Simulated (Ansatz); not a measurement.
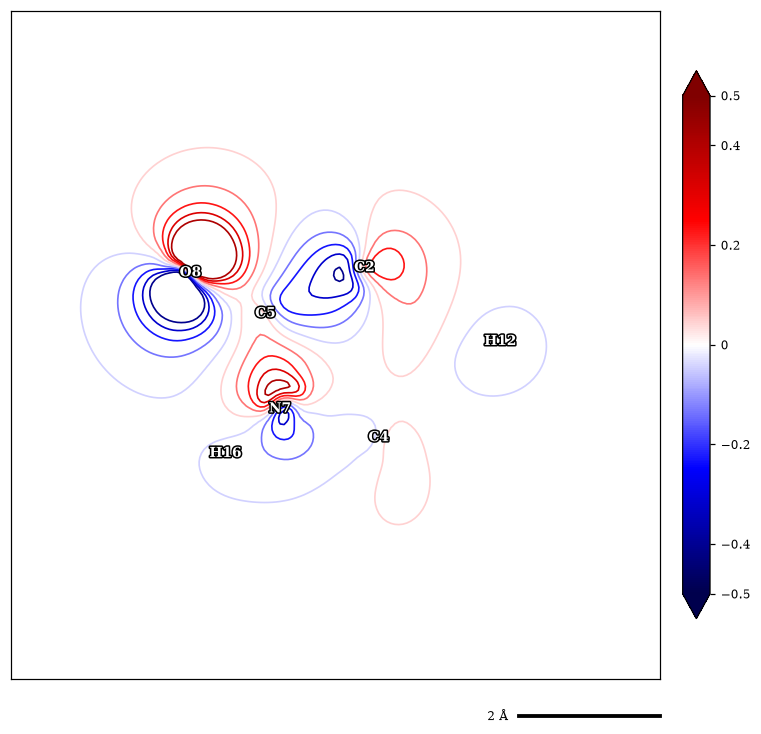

*C5H8N2O. The HOMO on the plane of atoms C4, N7 and C5 (values in Å⁻³ᐟ²; the overall sign is arbitrary).*

Geometry: r2SCAN-D4/def2-SVP.

These are results of isolated molecule in a Gaussian basis; Kohn-Sham density functional theory, functional PBE0 in Ansatz, not measurements.

```json
{"atom": "C", "x (Å)": "-1.2830", "y (Å)": "0.9470", "z (Å)": "-0.1988"}
{"atom": "C", "x (Å)": "-0.5468", "y (Å)": "0.0871", "z (Å)": "0.7963"}
{"atom": "C", "x (Å)": "0.7411", "y (Å)": "-0.5416", "z (Å)": "0.2658"}
{"atom": "C", "x (Å)": "0.2859", "y (Å)": "-1.8933", "z (Å)": "-0.3118"}
{"atom": "C", "x (Å)": "-1.4608", "y (Å)": "-1.1233", "z (Å)": "1.1069"}
{"atom": "N", "x (Å)": "-0.8465", "y (Å)": "1.1294", "z (Å)": "-1.3797"}
{"atom": "N", "x (Å)": "-0.8933", "y (Å)": "-2.1952", "z (Å)": "0.4820"}
{"atom": "O", "x (Å)": "-2.4969", "y (Å)": "-1.1055", "z (Å)": "1.7389"}
{"atom": "H", "x (Å)": "-1.4940", "y (Å)": "1.7234", "z (Å)": "-1.9094"}
{"atom": "H", "x (Å)": "-2.2354", "y (Å)": "1.3658", "z (Å)": "0.1863"}
{"atom": "H", "x (Å)": "-0.4247", "y (Å)": "0.6620", "z (Å)": "1.7303"}
{"atom": "H", "x (Å)": "1.2257", "y (Å)": "0.0864", "z (Å)": "-0.4940"}
{"atom": "H", "x (Å)": "1.4416", "y (Å)": "-0.7089", "z (Å)": "1.0986"}
{"atom": "H", "x (Å)": "0.0364", "y (Å)": "-1.8025", "z (Å)": "-1.3853"}
{"atom": "H", "x (Å)": "1.0530", "y (Å)": "-2.6771", "z (Å)": "-0.2024"}
{"atom": "H", "x (Å)": "-1.3938", "y (Å)": "-3.0768", "z (Å)": "0.4348"}
```

> Describe this orbital and give its energy.

By Hirshfeld shares it lies mainly on O8 (about 50 %), N7 (about 15 %), C5 (about 10 %) and C2 (about 10 %). Its energy is −7.37 eV.
